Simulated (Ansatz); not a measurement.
# Band gap of Na3WO4Cl (P4/nmm) from density functionals to GW

What gap does each level of theory give for Na3WO4Cl (P4/nmm), and in what time?

Main program and level: Ansatz 0.2.0; density functionals, hybrids and G0W0, plane waves, PAW.

### 1. Set-up

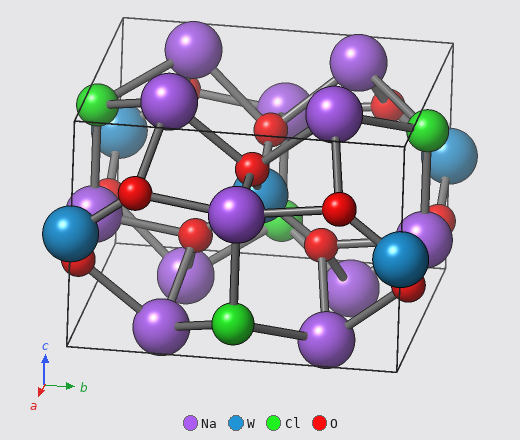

The cell as given, slightly off an axis (sodium purple, tungsten blue, chlorine green, oxygen red). Some periodic images of atoms are drawn too.

Geometry: measured cell, ions relaxed with PBE. The runs that relaxed it are not among those shown. Spin-orbit coupling is left out unless a step names it.

The logs state that the PAW files were generated under PBE.

### 2. LDA on the 4×4×4 mesh

This step: DFT, LDA, plane waves, PAW; PAW set soft_1.

The input, input.yaml:

```yaml
crystal:
  lattice:
    - [7.5181, 0.0, 0.0]
    - [0.0, 7.5181, 0.0]
    - [0.0, 0.0, 5.36]
  atoms:
    - { symbol: Na, position: [0.5, 0.0, 0.3583961323] }
    - { symbol: Na, position: [0.0, 0.5, 0.6416038677] }
    - { symbol: Na, position: [0.75, 0.25, 0.0] }
    - { symbol: Na, position: [0.25, 0.25, 0.0] }
    - { symbol: Na, position: [0.25, 0.75, 0.0] }
    - { symbol: Na, position: [0.75, 0.75, 0.0] }
    - { symbol: W, position: [0.0, 0.0, 0.5] }
    - { symbol: W, position: [0.5, 0.5, 0.5] }
    - { symbol: Cl, position: [0.5, 0.0, 0.842004016] }
    - { symbol: Cl, position: [0.0, 0.5, 0.157995984] }
    - { symbol: O, position: [0.8093847799, 0.0, 0.2988767308] }
    - { symbol: O, position: [0.5, 0.3093847799, 0.2988767308] }
    - { symbol: O, position: [0.1906152201, 0.0, 0.2988767308] }
    - { symbol: O, position: [0.5, 0.6906152201, 0.2988767308] }
    - { symbol: O, position: [0.3093847799, 0.5, 0.7011232692] }
    - { symbol: O, position: [0.0, 0.1906152201, 0.7011232692] }
    - { symbol: O, position: [0.6906152201, 0.5, 0.7011232692] }
    - { symbol: O, position: [0.0, 0.8093847799, 0.7011232692] }
kpoints:
  mp_grid: { grid: [4, 4, 4] }
  band_path:
    path:
      - [0.0, 0.0, 0.0]
      - [0.0, 0.5, 0.0]
      - [0.5, 0.5, 0.0]
      - [0.0, 0.0, 0.5]
      - [0.0, 0.5, 0.5]
      - [0.5, 0.5, 0.5]
    npoints: 1
hamiltonian:
  xc: lda
  pseudopotentials: { kind: paw, azcp: { folder: soft_1 }, xc_functional: pbe }
scf:
  occupations: { method: fixed }
  n_extra_bands: 10
output:
  eigenvalues: true
  forces: true
  stress: true
  write_density: true
  write_potential: true
  elf: true
  volumetric_format: npy
```

The run is started by

```bash
$ ansatz run input.yaml --threads 2 --pin off --max-ram 92160MiB --backend cuda --events-out ev --progress --plain --runs-dir out --devices 1 --max-vram 13GiB
```

Numbers of over 12 decimals in the logs are rounded to 6 here.

What it wrote:

```text
scf.n_extra_bands = 10 over 72 filled bands (N_el = 144.0): the run solves 82 bands
GPUs: using 1 of 1 available (devices: 1).
Engine: ansatz 0.2.0, x86_64-unknown-linux-gnu
Pseudopotentials: kind: paw
Pseudopotential: Na, paw, valence charge 9, recommended cutoff 420 eV (normal), soft_1/Na.paw.azcp
Pseudopotential: W, paw, valence charge 14, recommended cutoff 420 eV (normal), soft_1/W.paw.azcp
Pseudopotential: Cl, paw, valence charge 7, recommended cutoff 420 eV (normal), soft_1/Cl.paw.azcp
Pseudopotential: O, paw, valence charge 6, recommended cutoff 420 eV (normal), soft_1/O.paw.azcp
Functional definition: SPW92
  exchange = slater_x
  correlation = pw_c
device memory: the entry about to start is reckoned to put 4.3 GiB on a device that reports 43.2 GiB free (of which the cap on the GPU budget leaves the run 13.0 GiB)
GPU FFT provider: cuFFT
GPU libraries: cuBLAS 13.8.2, cuFFT 12.4.0, cuSOLVER 12.3.4
Crystal: 18 atoms, lattice volume = 302.957 Å³
Basis set: ecut = 420 eV, 5929 PW (Γ)
Bands: 82, of which v1, the nominal top of the filled ones, is band 72 counted from 1 (71 counted from 0)
Symmetry: 16 space group operations
Space group: P4/nmm (ITA 129), of the structure as read, at distance tolerance 6.7e-5 Å
k-points: 18 of 64
Non-local potential: Na, projectors of the file, l = 0: 3, l = 1: 2, l = 2: 1
Non-local potential: W, projectors of the file, l = 0: 3, l = 1: 2, l = 2: 2, l = 3: 1
Non-local potential: Cl, projectors of the file, l = 0: 2, l = 1: 2, l = 2: 1
Non-local potential: O, projectors of the file, l = 0: 2, l = 1: 2, l = 2: 1
PAW form: soft (Blöchl's): semilocal exchange-correlation on the pseudo side does not see the compensation charge
PAW frozen core: Na, regenerated for the run's functional, and the local potential with it (the file was generated under x = pbe(κ = 0.804, μ = 0.219515), c = pbe(β = 0.066725))
PAW frozen core: W, regenerated for the run's functional, and the local potential with it (the file was generated under x = pbe(κ = 0.804, μ = 0.219515), c = pbe(β = 0.066725))
PAW frozen core: Cl, regenerated for the run's functional, and the local potential with it (the file was generated under x = pbe(κ = 0.804, μ = 0.219515), c = pbe(β = 0.066725))
PAW frozen core: O, regenerated for the run's functional, and the local potential with it (the file was generated under x = pbe(κ = 0.804, μ = 0.219515), c = pbe(β = 0.066725))
PAW one-centre angular grid: Na, 110 points (default); XC on 64 Gauss nodes
PAW one-centre angular grid: W, 590 points (default); XC on 64 Gauss nodes
PAW one-centre angular grid: Cl, 110 points (default); XC on 64 Gauss nodes
PAW one-centre angular grid: O, 110 points (default); XC on 64 Gauss nodes
Initial density: superposition of atomic densities (chi_scale 0.1, normalization cell, long waves kept (reshape's long-wave potential 0.05 eV rms))
Initial wavefunctions: pseudopotential atomic-orbital guess
GPU buffer pool allocated for 104976 grid points (all kernels)
GPU transforms: local potential and band sums: pruned to the plane-wave sphere, on 54×54×36
Functional: x = slater, c = lda
SCF iter   1: F=—  HF=-35619.590050 eV  |F-HF|=—  |Δ(HF+E_count)|=         —  Δρ=8.53e-2  dr2=3.22e1  ethr=3.10e-3  ⟨swp⟩=5.2  Hψ=4563  notcnv=0  defer=122
preconditioner: auto → Resta (q_TF=auto, 2.410 Å⁻¹)  ε∞=3.7  [insulator: Δε(μ)=4.120 eV  Ē_g=11.710 eV  n_scr=68 (ndim 8)  ℏωp=19.1 eV  f_vac=0.000  ε∞_Penn≈3.7]
SCF iter   2: F=—  HF=-35610.331727 eV  |F-HF|=—  |Δ(HF+E_count)|=    9.26e0  Δρ=4.03e-2  dr2=5.05e0  ethr=3.10e-3  ⟨swp⟩=3.3  Hψ=3165  notcnv=0  defer=109
SCF iter   3: F=—  HF=-35608.790223 eV  |F-HF|=—  |Δ(HF+E_count)|=    1.54e0  Δρ=2.03e-2  dr2=1.94e0  ethr=3.10e-3  ⟨swp⟩=2.7  Hψ=2208  notcnv=0  defer=123
SCF iter   4: F=—  HF=-35608.251394 eV  |F-HF|=—  |Δ(HF+E_count)|=   5.39e-1  Δρ=7.59e-3  dr2=2.44e-1  ethr=1.34e-3  ⟨swp⟩=2.1  Hψ=2293  notcnv=0  defer=112
SCF iter   5: F=—  HF=-35608.170734 eV  |F-HF|=—  |Δ(HF+E_count)|=   8.07e-2  Δρ=1.96e-3  dr2=1.54e-2  ethr=1.70e-4  ⟨swp⟩=2.1  Hψ=1956  notcnv=0  defer=143
SCF iter   6: F=—  HF=-35608.171727 eV  |F-HF|=—  |Δ(HF+E_count)|=   9.93e-4  Δρ=7.25e-4  dr2=2.83e-3  ethr=1.07e-5  ⟨swp⟩=2.9  Hψ=2120  notcnv=0  defer=144
SCF iter   7: F=—  HF=-35608.171625 eV  |F-HF|=—  |Δ(HF+E_count)|=   1.02e-4  Δρ=2.67e-4  dr2=3.38e-4  ethr=1.97e-6  ⟨swp⟩=2.0  Hψ=1953  notcnv=0  defer=144
SCF iter   8: F=—  HF=-35608.170875 eV  |F-HF|=—  |Δ(HF+E_count)|=   7.50e-4  Δρ=7.86e-5  dr2=2.09e-5  ethr=2.35e-7  ⟨swp⟩=2.2  Hψ=2113  notcnv=0  defer=119
SCF iter   9: F=—  HF=-35608.171616 eV  |F-HF|=—  |Δ(HF+E_count)|=   7.41e-4  Δρ=2.48e-5  dr2=2.13e-6  ethr=1.45e-8  ⟨swp⟩=2.0  Hψ=2283  notcnv=0  defer=99
SCF iter  10: F=-35608.171616 eV  HF=-35608.171616 eV  |F-HF|=2.60e-9  |Δ(HF+E_count)|=   3.49e-7  Δρ=3.47e-6  dr2=4.43e-8  ethr=6.94e-11  ⟨swp⟩=17.8  Hψ=14132  notcnv=0
SCF 1 converged in 10 iterations: F = -35608.171616 eV  dr2 = 4.43e-8
[...]
device memory: the entry about to start is reckoned to put 2.7 GiB on a device that reports 69.1 GiB free (of which the cap on the GPU budget leaves the run 13.0 GiB)
NSCF: frozen V_eff on 6 k-points
SCF converged after 10 iterations
Free energy (F): -35608.171616 eV
Harris-Foulkes:  -35608.171616 eV  (|F-HF|=2.60e-9)
Internal energy: -35608.171616 eV  (E = F + TS)
E sigma→0 (E₀):  -35608.171616 eV
Fermi energy:    2.094185 eV
--- Per-component energies (eV) ---
  E_band       = -2123.928618
  E_kinetic    = 3151.510971
  E_local      = -15226.005057  (includes V_loc(G=0)·N_el)
  E_nonlocal   = 2136.605012
  E_hartree    = 5396.732532
  E_xc         = -1516.848850
  E_vxc        = -1691.405170  (∫ρ·V_xc dr)
  E_paw        = -20758.353635  (= ΣΔE_a)
  E_vpaw       = -1288.119566  (= ΣTr[D̂ρ^β])
  E_aug_tail   = 0.007055  (compensation charges beyond the density's cutoff)
  E_ewald      = -8794.387840
  E_core_change = 2.568195  (= ΣΔE_core)
  E_smearing   = -0.000000  (= −TS)
  E_closure    = 0.000000  (closes the sum)
  Σ components = -35608.171616   (vs F -35608.171616, Δ=0.00e0)
--- Forces (eV/Å), atoms counted from 1 ---
  atom   1  Na     0.00000000     0.00000000    -0.03971871
  atom   2  Na     0.00000000     0.00000000     0.03971871
  atom   3  Na     0.00000000    -0.00000000     0.00000000
  atom   4  Na     0.00000000     0.00000000     0.00000000
  atom   5  Na     0.00000000    -0.00000000     0.00000000
  atom   6  Na     0.00000000     0.00000000     0.00000000
  atom   7  W      0.00000000     0.00000000    -0.00000000
  atom   8  W      0.00000000     0.00000000    -0.00000000
  atom   9  Cl     0.00000000     0.00000000     0.09334677
  atom  10  Cl     0.00000000     0.00000000    -0.09334677
  atom  11  O      0.42111517     0.00000000     0.36434493
  atom  12  O      0.00000000     0.42111517     0.36434493
  atom  13  O     -0.42111517     0.00000000     0.36434493
  atom  14  O      0.00000000    -0.42111517     0.36434493
  atom  15  O      0.42111517     0.00000000    -0.36434493
  atom  16  O      0.00000000    -0.42111517    -0.36434493
  atom  17  O     -0.42111517     0.00000000    -0.36434493
  atom  18  O      0.00000000     0.42111517    -0.36434493
  max |Σ_I F_I| component: 2.22e-16 eV/Å
--- Stress (GPa, compression-positive) ---
       -4.262617       0.000000       0.000000
        0.000000      -4.262617       0.000000
        0.000000       0.000000      -4.574814
  P = ⅓ Tr σ = -4.3667 GPa (-43.667 kbar)
--- Band table (eV; the first three rows and the last of 18) ---
  k-point 0: bands = [... 68 lower, 1.7784, 1.9483, 1.9483, 2.0742, 6.5175, 7.0355, 7.3167, 7.4910, ... 6 higher]
  k-point 1: bands = [... 68 lower, 1.9235, 2.0159, 2.0159, 2.0634, 7.0620, 7.1449, 7.4958, 7.5439, ... 6 higher]
  k-point 2: bands = [... 68 lower, 2.0340, 2.0525, 2.0942, 2.0942, 7.2567, 7.4774, 7.6171, 7.7231, ... 6 higher]
  k-point 17: bands = [... 68 lower, 1.8858, 1.8858, 2.0932, 2.0932, 7.3881, 7.3881, 7.6848, 7.6848, ... 6 higher]
```

Run time: 13 s. Hardware: 1 × NVIDIA H100 80GB HBM3 (shared by 6 runs) with 2 threads of AMD EPYC 7R13 (Zen 3), shared host; peak memory 1.1 GiB.

This step gave:

```yaml
pressure: -4.367 GPa
gap: 4.423 eV
valence_top_at: Z
conduction_bottom_at: Γ
least_direct_gap: 4.443 eV
```

Over mesh and listed points the gap is 4.423 eV, from k = (0.000, 0.000, 0.500) to k = Γ. The least direct gap found is 4.443 eV, at k = Γ. The pressure in this cell is -4 GPa; the cell is kept.

### 3. PBEsol on the 4×4×4 mesh

This step: DFT, PBEsol, plane waves, PAW; PAW set soft_1.

Edit input.yaml of step 2 so:

```diff
@@ -36,3 +36,3 @@
 hamiltonian:
-  xc: lda
+  xc: pbesol
   pseudopotentials: { kind: paw, azcp: { folder: soft_1 }, xc_functional: pbe }
@@ -45,5 +45 @@
   stress: true
-  write_density: true
-  write_potential: true
-  elf: true
-  volumetric_format: npy
```

What it wrote:

```text
[...]
GPUs: using 1 of 1 available (devices: 1).
[...]
GPU FFT provider: cuFFT
GPU libraries: cuBLAS 13.8.2, cuFFT 12.4.0, cuSOLVER 12.3.4
Crystal: 18 atoms, lattice volume = 302.957 Å³
Basis set: ecut = 420 eV, 5929 PW (Γ), exchange–correlation on 108×108×72 points (8 copies of the dense FFT grid, shifted against one another)
Bands: 82, of which v1, the nominal top of the filled ones, is band 72 counted from 1 (71 counted from 0)
Symmetry: 16 space group operations
[...]
k-points: 18 of 64
[...]
GPU buffer pool allocated for 104976 grid points (all kernels)
[...]
SCF iter   1: F=—  HF=-36007.104526 eV  |F-HF|=—  |Δ(HF+E_count)|=         —  Δρ=8.75e-2  dr2=3.25e1  ethr=3.10e-3  ⟨swp⟩=5.2  Hψ=4563  notcnv=0  defer=122
[...]
atom   7  W      0.00000000     0.00000000     0.00000000
  atom   8  W      0.00000000     0.00000000     0.00000000
[...]
atom  15  O      0.25588550    -0.00000000    -0.21670161
  atom  16  O     -0.00000000    -0.25588550    -0.21670161
  atom  17  O     -0.25588550     0.00000000    -0.21670161
  atom  18  O      0.00000000     0.25588550    -0.21670161
  max |Σ_I F_I| component: 1.11e-16 eV/Å
--- Stress (GPa, compression-positive) ---
       -1.176141       0.000000       0.000000
        0.000000      -1.176141       0.000000
        0.000000       0.000000      -1.495046
  P = ⅓ Tr σ = -1.2824 GPa (-12.824 kbar)
--- Band table (eV; the first three rows and the last of 18) ---
  k-point 0: bands = [... 68 lower, 2.0696, 2.2303, 2.2303, 2.3577, 6.9400, 7.3915, 7.6765, 7.8568, ... 6 higher]
  k-point 1: bands = [... 68 lower, 2.1944, 2.3002, 2.3002, 2.3473, 7.4701, 7.4941, 7.8698, 7.8893, ... 6 higher]
  k-point 2: bands = [... 68 lower, 2.2943, 2.3369, 2.3758, 2.3758, 7.5986, 7.8236, 7.9484, 8.0564, ... 6 higher]
  k-point 17: bands = [... 68 lower, 2.1604, 2.1604, 2.3773, 2.3773, 7.7278, 7.7278, 8.0194, 8.0194, ... 6 higher]
[key lines of the parts left out:]
SCF converged after 10 iterations
Free energy (F): -35995.962111 eV
Fermi energy:    2.377300 eV
```

It took 18 s on 1 × NVIDIA H100 80GB HBM3 (shared by 6 runs) with 2 threads; peak memory 1 GiB; 8.3 s of CPU time.

This step gave:

```yaml
pressure: -1.282 GPa
gap: 4.563 eV
valence_top_at: A
conduction_bottom_at: Γ
least_direct_gap: 4.582 eV
```

Over mesh and listed points the gap is 4.563 eV, from k = (0.500, 0.500, 0.500) to k = Γ. The least direct gap found is 4.582 eV, at k = Γ. PBEsol against LDA: 4.563 − 4.423 = +0.140 eV. Mesh, set of files and cutoff are the same, but the valence top lies at another k point, so this need not be the shift of one pair of states.

### 4. PBE on the 4×4×4 mesh

Levels along a band path and on the mesh show where this functional puts the band edges.

This step: DFT, PBE, plane waves, PAW; PAW set soft_1.

Edit input.yaml of step 3 so:

```diff
@@ -28,14 +28,11 @@
     path:
-      - [0.0, 0.0, 0.0]
-      - [0.0, 0.5, 0.0]
-      - [0.5, 0.5, 0.0]
-      - [0.0, 0.0, 0.5]
-      - [0.0, 0.5, 0.5]
-      - [0.5, 0.5, 0.5]
-    npoints: 1
+      - [[0.0, 0.0, 0.0], [0.0, 0.5, 0.0], [0.5, 0.5, 0.0], [0.0, 0.0, 0.0], [0.0, 0.0, 0.5], [0.0, 0.5, 0.5], [0.5, 0.5, 0.5], [0.0, 0.0, 0.5]]
+      - [[0.0, 0.5, 0.0], [0.0, 0.5, 0.5]]
+      - [[0.5, 0.5, 0.0], [0.5, 0.5, 0.5]]
+    npoints: 10
 hamiltonian:
-  xc: pbesol
-  pseudopotentials: { kind: paw, azcp: { folder: soft_1 }, xc_functional: pbe }
+  xc: pbe
+  pseudopotentials: { kind: paw, azcp: { folder: soft_1 } }
 scf:
-  occupations: { method: fixed }
+  occupations: { method: fermi_dirac, width: 0.02 }
   n_extra_bands: 10
@@ -45 +42,5 @@
   stress: true
+  write_density: true
+  write_potential: true
+  elf: true
+  volumetric_format: npy
```

What it wrote:

```text
[...]
GPUs: using 1 of 1 available (devices: 1).
[...]
GPU FFT provider: cuFFT
GPU libraries: cuBLAS 13.8.2, cuFFT 12.4.0, cuSOLVER 12.3.4
Crystal: 18 atoms, lattice volume = 302.957 Å³
Basis set: ecut = 420 eV, 5929 PW (Γ), exchange–correlation on 108×108×72 points (8 copies of the dense FFT grid, shifted against one another)
[...]
k-point 0: bands = [... 68 lower, 2.1788, 2.3339, 2.3339, 2.4609, 7.1462, 7.5320, 7.8332, 8.0219, ... 6 higher]
  k-point 1: bands = [... 68 lower, 2.2959, 2.4042, 2.4042, 2.4506, 7.6331, 7.6556, 8.0315, 8.0510, ... 6 higher]
  k-point 2: bands = [... 68 lower, 2.3906, 2.4401, 2.4784, 2.4784, 7.7361, 7.9643, 8.0756, 8.1882, ... 6 higher]
  k-point 17: bands = [... 68 lower, 2.2625, 2.2625, 2.4810, 2.4810, 7.8640, 7.8640, 8.1516, 8.1516, ... 6 higher]
[key lines of the parts left out:]
SCF converged after 10 iterations
Free energy (F): -36407.007846 eV
Fermi energy:    4.847084 eV
P = ⅓ Tr σ = 1.1262 GPa (11.262 kbar)
```

It took 33 s on 1 × NVIDIA H100 80GB HBM3 (shared by 6 runs) with 2 threads; peak memory 1.2 GiB; 56 s of CPU time.

Numbers from this step:

```yaml
pressure: 1.126 GPa
gap: 4.665 eV
valence_top_at: A
conduction_bottom_at: Γ
least_direct_gap: 4.685 eV
```

Over mesh and path the gap is 4.665 eV, from k = (0.500, 0.500, 0.500) to k = Γ. The least direct gap found is 4.685 eV, at k = Γ. PBE against PBEsol: 4.665 − 4.563 = +0.102 eV, with the same mesh, files and cutoff, and both edges at the same k points.

### 5. PBE+SOC on the 4×4×4 mesh

This run has two-component orbitals with spin-orbit coupling.

This step: DFT, PBE with spin-orbit coupling, plane waves, PAW; PAW set soft_1.

Edit input.yaml of step 4 so:

```diff
@@ -28,12 +28,18 @@
     path:
-      - [[0.0, 0.0, 0.0], [0.0, 0.5, 0.0], [0.5, 0.5, 0.0], [0.0, 0.0, 0.0], [0.0, 0.0, 0.5], [0.0, 0.5, 0.5], [0.5, 0.5, 0.5], [0.0, 0.0, 0.5]]
-      - [[0.0, 0.5, 0.0], [0.0, 0.5, 0.5]]
-      - [[0.5, 0.5, 0.0], [0.5, 0.5, 0.5]]
-    npoints: 10
+      - [0.0, 0.0, 0.0]
+      - [0.0, 0.5, 0.0]
+      - [0.5, 0.5, 0.0]
+      - [0.0, 0.0, 0.5]
+      - [0.0, 0.5, 0.5]
+      - [0.5, 0.5, 0.5]
+    npoints: 1
 hamiltonian:
   xc: pbe
-  pseudopotentials: { kind: paw, azcp: { folder: soft_1 } }
+  pseudopotentials: { kind: paw_fr, azcp: { folder: soft_1 } }
 scf:
-  occupations: { method: fermi_dirac, width: 0.02 }
-  n_extra_bands: 10
+  occupations: { method: fixed }
+  n_extra_bands: 20
+magnetization:
+  noncollinear: true
+  spin_orbit: true
 output:
@@ -42,5 +48 @@
   stress: true
-  write_density: true
-  write_potential: true
-  elf: true
-  volumetric_format: npy
```

What it wrote:

```text
[...]
GPUs: using 1 of 1 available (devices: 1).
[...]
non-collinear run that drives no moment, with spin-orbit: no starting moment large enough to seed its density (crystal.atoms[].spin), no starting occupations that ask for one, no magnetisation constraint and no magnetic field, so the semilocal B_xc is pinned to zero
[...]
k-point 0: bands = [... 140 lower, 2.3428, 2.3428, 2.4601, 2.4601, 7.1441, 7.1441, 7.5091, 7.5091, ... 16 higher]
  k-point 1: bands = [... 140 lower, 2.4116, 2.4116, 2.4505, 2.4505, 7.6085, 7.6085, 7.6426, 7.6426, ... 16 higher]
  k-point 2: bands = [... 140 lower, 2.4720, 2.4720, 2.4846, 2.4846, 7.7108, 7.7108, 7.9354, 7.9354, ... 16 higher]
  k-point 17: bands = [... 140 lower, 2.4803, 2.4803, 2.4803, 2.4803, 7.8326, 7.8326, 7.8326, 7.8326, ... 16 higher]
[key lines of the parts left out:]
SCF converged after 10 iterations
Magnetization: |M| = 0.0000 μB,  M = (+0.0000, +0.0000, +0.0000) μB
Free energy (F): -36456.438269 eV
Fermi energy:    2.484590 eV
P = ⅓ Tr σ = 1.0162 GPa (10.162 kbar)
```

It took 23 s on 1 × NVIDIA H100 80GB HBM3 (shared by 6 runs) with 2 threads; peak memory 1.2 GiB.

This step gave:

| Item | Value |
| --- | --- |
| pressure | 1.016 GPa |
| gap | 4.659 eV |
| valence top at | Z |
| conduction bottom at | Γ |
| least direct gap | 4.684 eV |

Over mesh and listed points the gap is 4.659 eV, from k = (0.000, 0.000, 0.500) to k = Γ. The least direct gap found is 4.684 eV, at k = Γ. PBE+SOC against PBE: 4.659 − 4.665 = −0.006 eV. Mesh, set of files and cutoff are the same, but the valence top lies at another k point, so this need not be the shift of one pair of states. The spin-orbit run sees mesh and listed points alone, so its gap is an upper bound: the coupling can move an edge off these points, and the change over the zone, its sign included where it is small, is not known.

[end of part 1 of 3]

[Paths, hosts, dates, memory and timing lines, banners, echoed tables and standing remarks are left out of the program output.]

[Logs are printed without paths, hosts, clocks, repeated set-up lines and the standing remarks that a program may print on its own settings, such as how far it seeks lower states.]

[Runs of the session that timed out or met a known fault of the program may be left out.]

[Cells called generated may have been cut or substituted from an entry of the Crystallography Open Database or the Materials Project.]

[Hosts, paths, dates, database ids (printed as entryN), source tags and the programs' standing remarks are cut or masked in the printed files.]

[Where an RPA ε∞ is given, it is that of the G0W0 mesh and is not shown converged in it. Names of k-points follow the symmetry that the program found, which can be lower than the space group named. Band edges on a path are those of the sampled points; other points can move an edge, and change direct to indirect where valleys lie close.]

[Hybrid gaps are those of their k-mesh and are not shown converged in it.]
